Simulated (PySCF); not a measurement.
Molecule: SMILES C[SiH2]C#C[Si](C)(C)O (C₅H₁₂OSi₂). Atoms near the plane z = 0.0 Å, at the GFN2-xTB optimised geometry (x, y, z in Å): Si5 (-0.2, -0.6, 0.0), C6 (-1.0, 1.1, 0.0), C7 (1.7, -0.6, 0.0), H14 (-2.1, 1.1, 0.0), H15 (-0.7, 1.7, 0.9), H16 (-0.7, 1.7, -0.9), H17 (2.1, -0.2, -0.9), H18 (2.1, -0.1, 0.9), H19 (2.1, -1.7, 0.0).

Computed with B3LYP/def2-SVP (PySCF 2.14.0). Cells within 0.4 Å of a nucleus heavier than hydrogen are left out (blank, or x). The values are rescaled to run from 0 to 1.

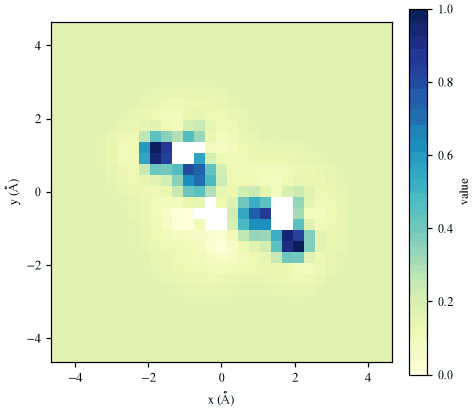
Fig. 1. a field on the plane z = 0.0 Å.

**Question.** Which quantity is mapped?
(A) electron localisation function
(B) an orbital amplitude
(C) log10 of the electron density
(D) deformation density (molecule minus spherical neutral atoms)

**Answer.** D, deformation density (molecule minus spherical neutral atoms). In full: deformation density (molecule minus spherical neutral atoms) (e/bohr³).
